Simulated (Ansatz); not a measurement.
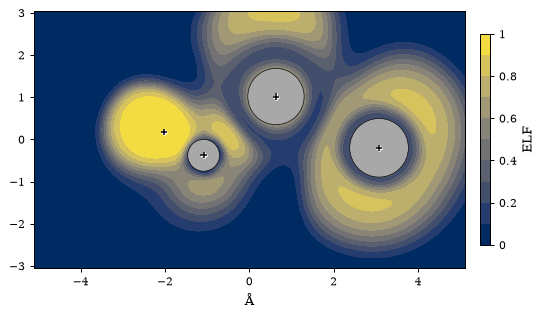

The ELF on a plane through atoms (crosses mark nuclei in the plane; grey discs cover the cores).

All numbers below come from UKS PBE0-D4/def2-TZVPP (Ansatz).

Candidates:
A. CH5O2Si (SMILES C[Si](O)O) (doublet)
B. CH3IIn (SMILES [CH3][In][I]) (doublet)

Question: Which system is this?

Answer: Candidate B: CH3IIn on the plane of atoms In2, C1 and H5, which holds C, In, I and H. C–In (2.21 Å): the ELF peaks at about 0.85 in the valence shell of C, 0.7 Å from its nucleus, and drops to about 0.20 between the two atoms. In–I (2.73 Å): the ELF peaks at about 0.65 in the valence shell of I, 1.2 Å from its nucleus, and drops to about 0.15 between the two atoms.
